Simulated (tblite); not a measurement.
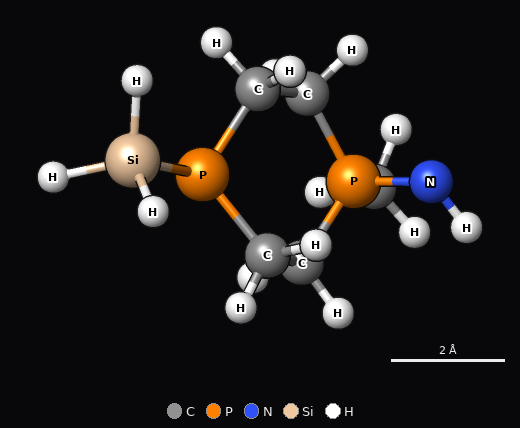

Fig. 1: The input geometry (ball-and-stick view, seen at a tilt). Bond lengths as drawn: C–C 1.49 to 1.52 Å, C–H 1.10 to 1.12 Å, C–P 1.78 to 1.84 Å, H–N 1.04 Å, H–Si 1.47 to 1.48 Å, N–P 1.57 Å and P–Si 2.20 Å.

# Run report: C5H15NP2Si, geometry relaxation (part 1 of 3)

The run: geometry relaxation of C5H15NP2Si, SMILES CP1(=N)CCP([SiH3])CC1. Method and program: GFN2-xTB geometry optimisation, gas phase (tblite 0.8.0).

### The input
```
{"job": {"kind": "relax", "xc": "GFN2-xTB", "basis": "xTB"}, "charge": 0, "multiplicity": 1}
C     -3.114500     0.422400     0.314900
P     -1.534800    -0.018000    -0.457700
N     -1.867100    -0.587000    -1.884300
C     -0.717800    -1.312300     0.472600
C      0.733600    -1.538000     0.082800
P      1.592400     0.054700     0.411300
Si     3.780200    -0.058900     0.196900
C      0.894500     1.338500    -0.697700
C     -0.590500     1.486600    -0.627400
H     -3.859100    -0.393600     0.237800
H     -3.450900     1.358300    -0.208400
H     -2.949800     0.744600     1.375600
H     -2.527700    -1.395100    -1.906700
H     -1.231600    -2.283200     0.334100
H     -0.692700    -1.133100     1.580200
H      0.702900    -1.794300    -0.999000
H      1.190700    -2.406000     0.582000
H      4.401500     0.096500     1.529800
H      4.213500     1.072600    -0.639400
H      4.250100    -1.343600    -0.328900
H      1.237200     1.192400    -1.747300
H      1.328900     2.314600    -0.381400
H     -0.941700     1.975800    -1.565300
H     -0.859100     2.226000     0.166600
```

The first line tells a small driver script what to run in tblite; the rest is the geometry in Å.

Machine: 1 CPU thread, shared host.

Command:
```bash
OMP_NUM_THREADS=1 python <driver script> task.json out
```

### What the program printed
```
step      E/eV     max force
  0    -761.87529    3.692
  1    -762.33827    2.080
  2    -762.49249    1.020
  3    -762.58868    0.585
  4    -762.64549    0.496
  5    -762.69354    0.557
  6    -762.73491    0.595
  7    -762.78461    0.516
  8    -762.83139    0.536
  9    -762.86907    0.352
 10    -762.89978    0.397
 11    -762.92992    0.324
 12    -762.95454    0.338
 13    -762.97371    0.291
 14    -762.99108    0.268
 15    -763.00825    0.296
 16    -763.02405    0.244
 17    -763.03515    0.202
 18    -763.04153    0.163
 19    -763.04605    0.142
 20    -763.05091    0.149
 21    -763.05653    0.189
 22    -763.06276    0.227
 23    -763.06892    0.205
 24    -763.07443    0.159
 25    -763.07916    0.129
 26    -763.08312    0.131
 27    -763.08661    0.157
 28    -763.08984    0.151
 29    -763.09281    0.122
 30    -763.09553    0.107
 31    -763.09825    0.115
 32    -763.10132    0.135
 33    -763.10490    0.131
 34    -763.10887    0.132
 35    -763.11296    0.131
 36    -763.11680    0.127
 37    -763.12030    0.128
 38    -763.12382    0.131
 39    -763.12770    0.156
 40    -763.13183    0.146
 41    -763.13559    0.117
 42    -763.13843    0.091
 43    -763.14037    0.087
 44    -763.14188    0.091
 45    -763.14325    0.067
 46    -763.14455    0.093
 47    -763.14587    0.095
 48    -763.14728    0.092
 49    -763.14885    0.103
 50    -763.15053    0.088
 51    -763.15213    0.084
 52    -763.15354    0.095
 53    -763.15496    0.110
 54    -763.15655    0.088
 55    -763.15815    0.077
 56    -763.15948    0.087
 57    -763.16060    0.078
 58    -763.16169    0.077
 59    -763.16295    0.077
 60    -763.16435    0.073
 61    -763.16591    0.093
 62    -763.16738    0.104
 63    -763.16921    0.097
 64    -763.17179    0.093
 65    -763.17518    0.112
 66    -763.17843    0.113
 67    -763.18088    0.106
 68    -763.18287    0.095
 69    -763.18420    0.067
 70    -763.18555    0.064
 71    -763.18684    0.066
 72    -763.18775    0.070
 73    -763.18854    0.059
 74    -763.18936    0.079
 75    -763.19029    0.071
 76    -763.19121    0.067
 77    -763.19203    0.069
 78    -763.19287    0.063
 79    -763.19387    0.063
 80    -763.19493    0.076
 81    -763.19578    0.059
 82    -763.19636    0.051
 83    -763.19680    0.042
 84    -763.19723    0.052
 85    -763.19765    0.049
 86    -763.19806    0.044
 87    -763.19849    0.055
 88    -763.19900    0.044
 89    -763.19957    0.063
 90    -763.20014    0.057
 91    -763.20063    0.067
 92    -763.20104    0.067
 93    -763.20137    0.045
 94    -763.20166    0.036
 95    -763.20193    0.035
 96    -763.20220    0.045
 97    -763.20240    0.038
 98    -763.20253    0.024
 99    -763.20262    0.020
100    -763.20273    0.024
101    -763.20289    0.032
102    -763.20308    0.029
103    -763.20324    0.029
104    -763.20334    0.022
105    -763.20343    0.023
106    -763.20356    0.035
107    -763.20375    0.041
108    -763.20397    0.035
109    -763.20415    0.023
110    -763.20428    0.026
111    -763.20441    0.023
112    -763.20453    0.027
113    -763.20463    0.023
114    -763.20472    0.019
115    -763.20480    0.026
116    -763.20490    0.031
117    -763.20504    0.039
118    -763.20522    0.032
119    -763.20539    0.032
120    -763.20555    0.035
121    -763.20568    0.028
122    -763.20580    0.030
123    -763.20590    0.024
124    -763.20600    0.026
125    -763.20611    0.028
126    -763.20625    0.030
127    -763.20646    0.038
128    -763.20676    0.034
129    -763.20714    0.042
130    -763.20749    0.045
131    -763.20775    0.041
132    -763.20798    0.036
133    -763.20822    0.035
134    -763.20867    0.035
135    -763.20899    0.041
136    -763.20953    0.062
137    -763.21023    0.081
138    -763.21129    0.088
139    -763.21213    0.080
140    -763.20752    0.273
141    -763.21347    0.044
142    -763.21399    0.036
143    -763.21501    0.065
144    -763.21529    0.037
145    -763.21557    0.025
146    -763.21583    0.028
147    -763.21601    0.030
148    -763.21616    0.029
149    -763.21632    0.025
150    -763.21647    0.022
151    -763.21660    0.033
152    -763.21677    0.041
153    -763.21697    0.043
154    -763.21720    0.030
155    -763.21741    0.028
156    -763.21760    0.039
157    -763.21782    0.037
158    -763.21803    0.062
159    -763.21830    0.040
160    -763.21851    0.027
161    -763.21867    0.023
162    -763.21875    0.029
163    -763.21888    0.025
164    -763.21898    0.025
165    -763.21906    0.028
166    -763.21917    0.025
167    -763.21936    0.028
168    -763.21954    0.032
169    -763.21974    0.033
170    -763.21997    0.028
171    -763.22021    0.030
172    -763.22043    0.031
173    -763.22061    0.039
174    -763.22078    0.032
175    -763.22090    0.044
176    -763.22104    0.032
177    -763.22113    0.020
178    -763.22121    0.017
179    -763.22125    0.017
180    -763.22132    0.013
181    -763.22135    0.012
182    -763.22138    0.013
183    -763.22142    0.014
184    -763.22148    0.018
185    -763.22154    0.018
186    -763.22159    0.019
187    -763.22163    0.016
188    -763.22167    0.014
189    -763.22171    0.011
190    -763.22174    0.010
```

### Trajectory as extended XYZ (Å, eV, eV/Å), 20 of the 191 frames kept, from step=0 to step=190
```
24
Properties=species:S:1:pos:R:3:forces:R:3 step=0 energy=-761.87529
C    -3.1145    0.4224    0.3149   -0.2250   1.3950   1.7270
P    -1.5348   -0.0180   -0.4577   -1.9310  -1.6580  -2.6740
N    -1.8671   -0.5870   -1.8843   -0.0150  -0.1040  -0.5940
C    -0.7178   -1.3123    0.4726    0.8300  -1.2340   3.0120
C     0.7336   -1.5380    0.0828   -0.1790  -0.0740  -1.9340
P     1.5924    0.0547    0.4113    0.0860   0.3260   2.2250
Si    3.7802   -0.0589    0.1969    0.4360  -0.0260  -0.4090
C     0.8945    1.3385   -0.6977    1.2600   0.3830  -1.1470
C    -0.5905    1.4866   -0.6274   -0.5500   1.6120  -0.0420
H    -3.8591   -0.3936    0.2378    0.5440   0.5910   0.0220
H    -3.4509    1.3583   -0.2084    0.0920  -0.9910   0.1500
H    -2.9498    0.7446    1.3756   -0.4520  -0.4740  -0.5610
H    -2.5277   -1.3951   -1.9067    0.8670   0.9200   0.2890
H    -1.2316   -2.2832    0.3341   -0.3000   0.5430  -0.1390
H    -0.6927   -1.1331    1.5802   -0.2990   0.0520  -0.5250
H     0.7029   -1.7943   -0.9990    0.3030   0.1810   0.1210
H     1.1907   -2.4060    0.5820   -0.0550   0.5290   0.1830
H     4.4015    0.0965    1.5298   -0.3220   0.0040  -0.1940
H     4.2135    1.0726   -0.6394    0.0060  -0.1730   0.0570
H     4.2501   -1.3436   -0.3289   -0.0120   0.0750  -0.0690
H     1.2372    1.1924   -1.7473   -0.2410  -0.1170   0.3370
H     1.3289    2.3146   -0.3814    0.1580  -0.5790  -0.0320
H    -0.9417    1.9758   -1.5653   -0.0490  -0.4890   0.2920
H    -0.8591    2.2260    0.1666    0.0490  -0.6930  -0.0950
24
Properties=species:S:1:pos:R:3:forces:R:3 step=10 energy=-762.89978
C    -3.0740    0.4576    0.3845   -0.0840  -0.1070  -0.0660
P    -1.5802   -0.0833   -0.5671   -0.0070  -0.0920  -0.0210
N    -1.8340   -0.5477   -2.0291   -0.0110   0.0360  -0.1120
C    -0.7418   -1.3256    0.5210    0.0440   0.0190   0.0280
C     0.7058   -1.4243    0.0638    0.1970  -0.0260   0.0700
P     1.5368    0.1357    0.6309    0.1090   0.0800   0.2550
Si    3.7165   -0.0650    0.1571    0.1430   0.0130   0.0590
C     0.9413    1.3001   -0.6798   -0.0560  -0.1000  -0.0140
C    -0.5729    1.4409   -0.6475   -0.1700  -0.1380   0.1550
H    -3.8125   -0.3347    0.3154   -0.0890  -0.2420  -0.0410
H    -3.4712    1.3017   -0.1722   -0.0350   0.2020  -0.0270
H    -2.9551    0.7113    1.4289    0.2580   0.0990   0.1110
H    -2.4258   -1.3686   -2.0478    0.0200  -0.0650  -0.1880
H    -1.3073   -2.2533    0.4037    0.0740  -0.1850  -0.1590
H    -0.7591   -1.0759    1.5741   -0.0970   0.2430   0.2990
H     0.7845   -1.5821   -1.0123   -0.0790   0.1280  -0.1810
H     1.2328   -2.2408    0.5603   -0.0560  -0.2130   0.0860
H     4.3223    0.0967    1.4817   -0.0200  -0.0240  -0.0010
H     4.2219    1.0255   -0.6809   -0.1250  -0.0180  -0.0510
H     4.2160   -1.3243   -0.3997   -0.1750  -0.0080  -0.0480
H     1.2671    0.9962   -1.6708    0.0860  -0.1960  -0.1770
H     1.4246    2.2505   -0.4402   -0.0760   0.1910  -0.1120
H    -0.9623    1.9128   -1.5534    0.0990   0.1400  -0.0320
H    -0.8848    2.0163    0.2206    0.0510   0.2650   0.1700
24
Properties=species:S:1:pos:R:3:forces:R:3 step=20 energy=-763.05091
C    -3.0707    0.4286    0.3774   -0.0100  -0.0160  -0.0040
P    -1.5987   -0.1089   -0.6061    0.1300   0.0420  -0.0240
N    -1.8053   -0.5199   -2.0927    0.0890   0.0380  -0.0250
C    -0.7422   -1.2988    0.5373   -0.0580   0.0140   0.0170
C     0.7215   -1.3615    0.1306    0.0520   0.0200  -0.0220
P     1.5490    0.1883    0.7389   -0.0570   0.0980  -0.0310
Si    3.7023   -0.0586    0.1713   -0.0840   0.0040   0.0350
C     0.9342    1.2485   -0.6622   -0.0320  -0.0120  -0.0180
C    -0.5803    1.4144   -0.6112   -0.0010   0.0460   0.0130
H    -3.8138   -0.3634    0.3686   -0.0620  -0.1350   0.0100
H    -3.4949    1.2918   -0.1308   -0.0250   0.0720  -0.0620
H    -2.8297    0.6880    1.4023    0.0460   0.0160   0.0680
H    -2.3391   -1.3660   -2.2397    0.0250   0.0210   0.0180
H    -1.2249   -2.2722    0.4147   -0.0660  -0.0680  -0.0260
H    -0.8437   -0.9910    1.5777   -0.0040   0.0170   0.0690
H     0.7898   -1.4050   -0.9599    0.0270  -0.0520  -0.1190
H     1.2143   -2.2429    0.5439    0.0370  -0.0250   0.1210
H     4.3389    0.0763    1.4794    0.1250  -0.0270  -0.0280
H     4.1424    1.0045   -0.7300   -0.0180   0.0560   0.0000
H     4.0668   -1.3280   -0.4538   -0.0600  -0.0700   0.0110
H     1.2485    0.8073   -1.6114   -0.0570  -0.0220  -0.0480
H     1.3915    2.2397   -0.5750    0.0680  -0.0310   0.0030
H    -0.9242    1.9496   -1.5028   -0.0240   0.0230   0.0120
H    -0.8434    1.9991    0.2747   -0.0420  -0.0090   0.0310
24
Properties=species:S:1:pos:R:3:forces:R:3 step=30 energy=-763.09553
C    -3.0636    0.3972    0.3607   -0.0500   0.0470   0.0330
P    -1.5726   -0.0928   -0.6168    0.0360   0.0810  -0.0190
N    -1.6981   -0.4854   -2.1169   -0.0120   0.0230  -0.0270
C    -0.7474   -1.2927    0.5374    0.0290   0.0000   0.0180
C     0.7263   -1.3523    0.1639    0.0430  -0.0010   0.0200
P     1.5174    0.2244    0.7558    0.0150   0.0870  -0.0520
Si    3.6653   -0.0571    0.1839   -0.0370  -0.0120  -0.0370
C     0.9138    1.2422   -0.6837    0.0150   0.0230  -0.0020
C    -0.5932    1.4518   -0.5823    0.0820   0.0680  -0.0060
H    -3.7879   -0.4151    0.3873    0.0150  -0.0480  -0.0130
H    -3.5195    1.2559   -0.1295   -0.0380  -0.0020  -0.0920
H    -2.7866    0.6756    1.3732   -0.0260  -0.0260   0.0720
H    -2.2469   -1.3153   -2.2939    0.0260  -0.0310  -0.0250
H    -1.2351   -2.2647    0.3966   -0.0080   0.0140   0.0010
H    -0.8632   -0.9848    1.5778   -0.0340  -0.0300   0.0250
H     0.8229   -1.4306   -0.9255    0.0330  -0.0480   0.0060
H     1.2262   -2.2062    0.6274   -0.0180  -0.0390   0.0590
H     4.4552    0.0311    1.4099   -0.0480  -0.0020   0.0360
H     4.0701    1.0174   -0.7199    0.0210   0.0000  -0.0530
H     3.9071   -1.3558   -0.4401    0.0080  -0.0320  -0.0620
H     1.1605    0.7443   -1.6277   -0.0330  -0.0220   0.0480
H     1.4329    2.2073   -0.6660   -0.0600   0.0050   0.0340
H    -0.9514    2.0122   -1.4534   -0.0180  -0.0140   0.0220
H    -0.8439    2.0131    0.3231    0.0580  -0.0400   0.0120
24
Properties=species:S:1:pos:R:3:forces:R:3 step=40 energy=-763.13183
C    -3.0725    0.3704    0.3397   -0.1140   0.0170   0.0540
P    -1.5430   -0.0502   -0.6054   -0.0460   0.0610  -0.0640
N    -1.6340   -0.4016   -2.1175    0.0260  -0.0490  -0.0610
C    -0.7435   -1.2684    0.5447    0.0500  -0.0510  -0.0140
C     0.7459   -1.3497    0.2398    0.0120   0.0060   0.0220
P     1.5236    0.2649    0.7474   -0.0040   0.0710  -0.0530
Si    3.6408   -0.0778    0.1206   -0.0250  -0.0040  -0.0180
C     0.8979    1.2533   -0.7065    0.0790  -0.0170   0.0040
C    -0.5945    1.5031   -0.5396    0.1270   0.0640   0.0350
H    -3.7229   -0.5030    0.3592   -0.0550  -0.0200  -0.0120
H    -3.5828    1.1792   -0.1829   -0.0120  -0.0320  -0.0520
H    -2.8580    0.6792    1.3596    0.0260  -0.0020   0.0090
H    -2.0938   -1.2743   -2.3378    0.0000   0.0020   0.0070
H    -1.2371   -2.2281    0.3455    0.0050  -0.0170   0.0460
H    -0.9033   -1.0017    1.5928   -0.0060   0.0110  -0.0680
H     0.9141   -1.5341   -0.8300   -0.0650   0.0430   0.0790
H     1.2115   -2.1616    0.8088    0.0000   0.0280   0.0130
H     4.4245   -0.0234    1.3533    0.0150  -0.0220  -0.0260
H     4.0556    0.9890   -0.7898    0.0340  -0.0320  -0.0150
H     3.7959   -1.3838   -0.5223    0.0570   0.0170  -0.0250
H     1.0880    0.7059   -1.6378   -0.0290   0.0810   0.0610
H     1.4362    2.2105   -0.7343   -0.0250  -0.1270  -0.0060
H    -0.9844    2.1016   -1.3725    0.0160  -0.0400   0.0910
H    -0.7759    2.0205    0.4060   -0.0670   0.0120  -0.0050
```
